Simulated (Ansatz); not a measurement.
**BH3O2 (SMILES OBO): MP2/def2-TZVP**

What is the vertical ionisation energy of BH3O2 at MP2/def2-TZVP? 

Program for the calculation: Ansatz 0.2.0.

54 further runs of the same task are left out: 54 set aside as unsound or not needed.

## Step 1: Starting point

The species is BH3O2 (6 atoms), meant as a singlet with charge 0. As SMILES, `OBO`. Geometry: relaxed at PBE0-D4/def2-TZVP. This is one conformer, not always the lowest.

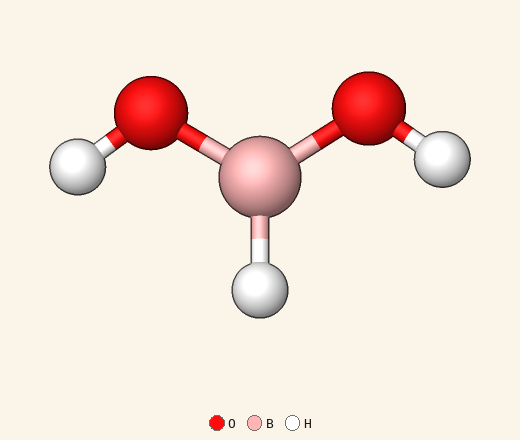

Viewed from a chosen angle; oxygen red, boron pink, hydrogen white.

## Step 2: A single-point energy at MP2/def2-TZVP

Input file job.yaml:

```yaml
crystal:
  periodic: [false, false, false]
  atoms:
    - {symbol: O, position_ang: [-1.176200, -0.524500, -0.251800]}
    - {symbol: B, position_ang: [0.049500, 0.028100, -0.072900]}
    - {symbol: O, position_ang: [0.580600, -0.053800, 1.172500]}
    - {symbol: H, position_ang: [-1.494700, -0.433500, -1.150600]}
    - {symbol: H, position_ang: [0.637800, 0.565600, -0.976100]}
    - {symbol: H, position_ang: [1.445200, 0.354100, 1.232800]}
basis:
  gaussian: {orbitals: def2-TZVP}
accuracy: high
correlation: {method: mp2, frozen_orbitals: {B: 1, H: 0, O: 1}}
```

Started as:

```
$ ansatz run job.yaml --threads 1 --pin off --max-ram 3480MiB --events-out events.jsonl --progress --plain --runs-dir runs
```

The program printed:

```text
Warning: RAYON_NUM_THREADS=1 ignored (pool sized by the plan → 1); use --threads N
Functional definition: HF
  name "HF"
  exchange = exact_x
  correlation = 0
1972 factors; integrals over basis functions are off by at most 3.6e-9 eV
mean field evaluation 1: about -4794.8254 eV, gradient 4.5e1 eV
mean field evaluation 2: about -4794.8266 eV, gradient 4.5e1 eV
mean field evaluation 4: about -4798.4272 eV, gradient 2.7e0 eV
mean field evaluation 8: about -4798.4535 eV, gradient 4.8e-5 eV
mean field -4798.45351098 eV, -176.3399140199 hartree, gradient 7.6e-8 eV, S^2 0.000000; 0 other end points of the search recorded, 0 dependent functions left out
3 core orbitals not correlated: weight in the atoms' cores, before any rotation towards them, 1.000 or more for the frozen orbitals, at most 0.000 for the correlated occupied ones
reference -4798.45351098 eV, -176.3399140199 hartree; 9, 9 occupied and 99, 99 virtual orbitals, 1972 factors
second order -15.63667947 eV of doubles, -0.00000000 eV of singles
Total energy: -4814.09019045 eV, -176.9145513916 hartree
```

Wall time 1.6 s (1 thread of AMD EPYC 9R45 (Zen 5), shared host); peak memory 0.28 GiB.

## Step 3: The doublet cation

Input file input.yaml:

```yaml
crystal:
  periodic: [false, false, false]
  atoms:
    - {symbol: O, position_ang: [-1.176200, -0.524500, -0.251800]}
    - {symbol: B, position_ang: [0.049500, 0.028100, -0.072900]}
    - {symbol: O, position_ang: [0.580600, -0.053800, 1.172500]}
    - {symbol: H, position_ang: [-1.494700, -0.433500, -1.150600]}
    - {symbol: H, position_ang: [0.637800, 0.565600, -0.976100]}
    - {symbol: H, position_ang: [1.445200, 0.354100, 1.232800]}
basis:
  gaussian:
    orbitals: def2-TZVP
total_charge: 1
magnetization:
  spin_polarized: true
  initial_magnetization: 1
correlation:
  method: mp2
  frozen_orbitals: {B: 1, H: 0, O: 1}
accuracy: high
```

Started as:

```
$ ansatz run input.yaml --threads 1 --pin off --max-ram 3480MiB --events-out events.jsonl --progress --plain --runs-dir runs
```

The program printed, cut to the lines that bear on the results:

```text
Warning: RAYON_NUM_THREADS=1 ignored (pool sized by the plan → 1); use --threads N
[... 2 set-up lines as earlier in the session ...]
[...]
1972 factors; integrals over basis functions are off by at most 3.6e-9 eV
[...]
mean field -4787.20638198 eV, -175.9265896528 hartree, gradient 7.9e-8 eV, S^2 0.781936; 11 other end points of the search recorded, 0 dependent functions left out
3 core orbitals not correlated: weight in the atoms' cores, before any rotation towards them, 1.000 or more for the frozen orbitals, at most 0.000 for the correlated occupied ones
reference -4787.20638198 eV, -175.9265896528 hartree; 9, 8 occupied and 99, 100 virtual orbitals, 1972 factors
second order -14.04427643 eV of doubles, -0.00000000 eV of singles
Total energy: -4801.25065841 eV, -176.4427072919 hartree
```

It took 8.7 s on 1 thread of AMD EPYC 9R45 (Zen 5), shared host; peak memory 0.32 GiB.

## Step 4: Outcome

At MP2/def2-TZVP, 3 core orbitals frozen:

```
                                                   quantity          value
                                singlet BH3O2: total energy  -176.91455 Eh
 singlet BH3O2: correlation energy (3 core orbitals frozen)     -574.6 mEh
                               doublet cation: total energy  -176.44271 Eh
doublet cation: correlation energy (3 core orbitals frozen)     -516.1 mEh
          doublet cation: ⟨S²⟩ of the reference determinant          0.782
         vertical ionisation energy (to the doublet cation)      12.840 eV
```

In words: Removing an electron at fixed nuclei costs 12.84 eV (1239 kJ/mol).
